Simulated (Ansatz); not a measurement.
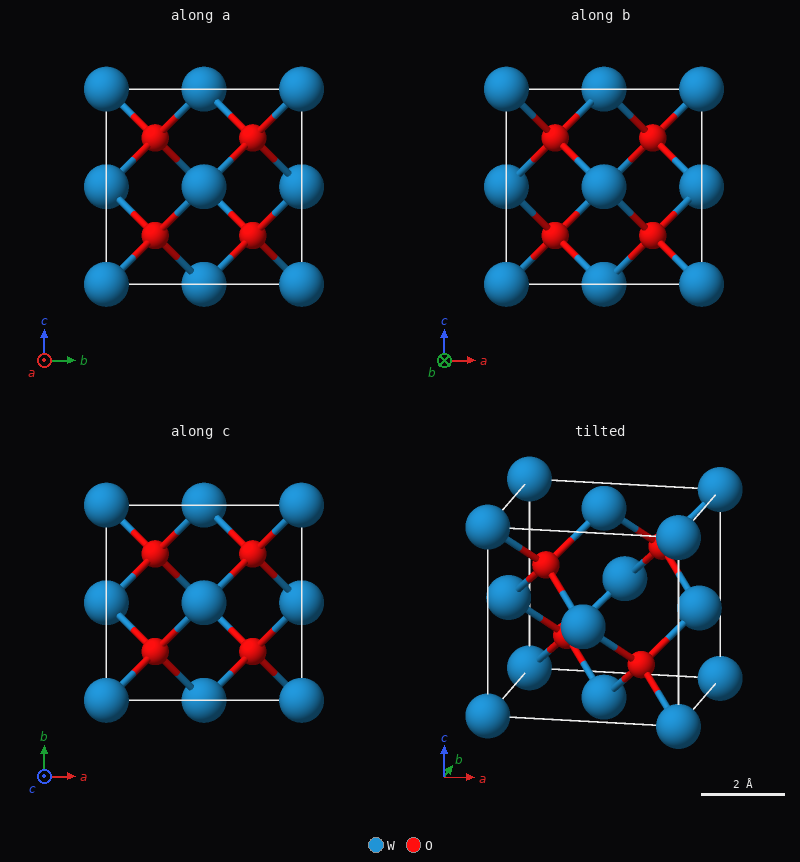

An orthographic ball-and-stick view of the structure, along the a axis, along the b axis, along the c axis and slightly off an axis. The conventional unit cell is drawn as a box.

Lattice parameters: a = 4.733 Å, b = 4.733 Å, c = 4.733 Å, α = 90.00°, β = 90.00°, γ = 90.00°.

**Express the structure as a table of Wyckoff sites.**

Space group F-43m (No. 216).
```csv
atom,site,x,y,z
W,4a,0.0000,0.0000,0.0000
O,4d,0.2500,0.2500,0.7500
```

Its origin is a structure type filled with these elements by a generator (whether the compound takes this form wasn't checked). Earlier steps of the study, as a rule a relaxation of our own, may have changed the cell and positions, so they can lie some per cent off the listed ones. An electronic-structure calculation with Ansatz was run on it.

At this level of theory the run's own cell isn't at rest (compressed, at 20 GPa and forces up to 1.2 eV/Å), so its distances can differ from those at equilibrium, the more so the softer the solid.
